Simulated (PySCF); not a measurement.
# C$_{6}$H$_{4}$NOSi (doublet): what the fields show

| atom | x (Å) | y (Å) | z (Å) |
| --- | --- | --- | --- |
| C | -2.2423 | 0.9277 | -1.2682 |
| C | -1.9095 | 0.5805 | -0.1651 |
| Si | -1.3987 | 0.0091 | 1.5143 |
| C | -0.1923 | -1.5358 | 1.2330 |
| O | -0.5124 | -2.5996 | 1.7439 |
| C | 0.8393 | -1.1050 | 0.4765 |
| C | 1.6376 | -0.3589 | -0.1559 |
| C | 2.4758 | 0.2606 | -0.9068 |
| N | 3.3876 | 0.9289 | -1.3481 |
| H | -2.5347 | 1.2375 | -2.2306 |
| H | -0.6534 | 1.0757 | 2.1867 |
| H | -2.5234 | -0.5260 | 2.2741 |
| H | 3.6222 | 1.1058 | -2.3076 |

Geometry: GFN2-xTB.

Level of theory: PySCF, UKS B3LYP, pcH-1 on C H N O Si, non-relativistic, mean-field spin-orbit, GIAO.

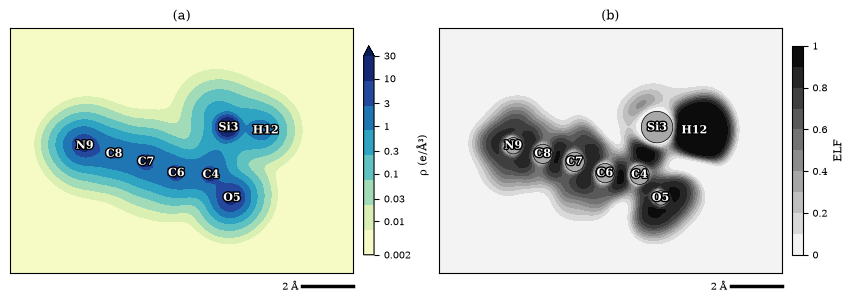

Figure 1. (a) electron density; (b) electron localisation function on the plane of atoms C4, Si3 and H12. Grey discs cover the atomic cores in the ELF map.

Read the bonding off the picture.

Answer.
- The section cuts through Si, C, O, N and H sites.
- C–N (1.21 Å): ρ is about 2.9 e/Å³ halfway; the ELF peaks at about 0.85 between the atoms; a multiple bond.
- C–O (1.22 Å): ρ at the midpoint is about 3.2 e/Å³; the ELF peaks at about 0.85 between the atoms (a multiple bond).
- C–C (1.26 Å): ρ is about 2.4 e/Å³ halfway; the ELF peaks at about 0.90 between the atoms; a short, multiple covalent bond.
- C–C (1.35 Å): the density is about 2.2 e/Å³ at the midpoint; the ELF peaks at about 0.95 between the atoms, as expected for localised, covalent bonding.
- The ELF also peaks beside O5, away from the bonds: non-bonding electrons, paired or unpaired.

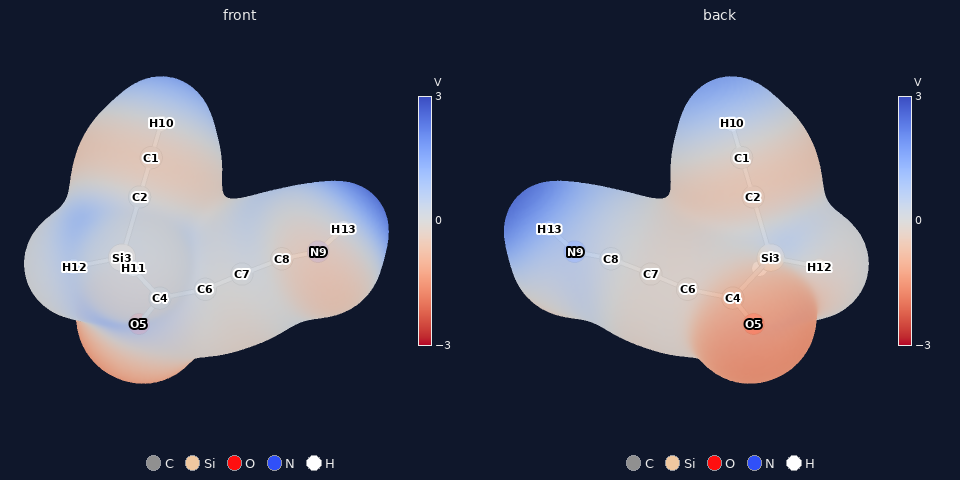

Figure 2. The electrostatic potential painted on the density surface at 0.001 e/bohr³, seen from the front and from behind; the colour scale runs from red (negative) to blue (positive).

Where is the surface potential most negative and most positive?

Answer. The most negative region (about −1.6 V) lies over O5, the most positive (about +2.2 V) over H13. O5 is the likeliest acceptor of a hydrogen bond.
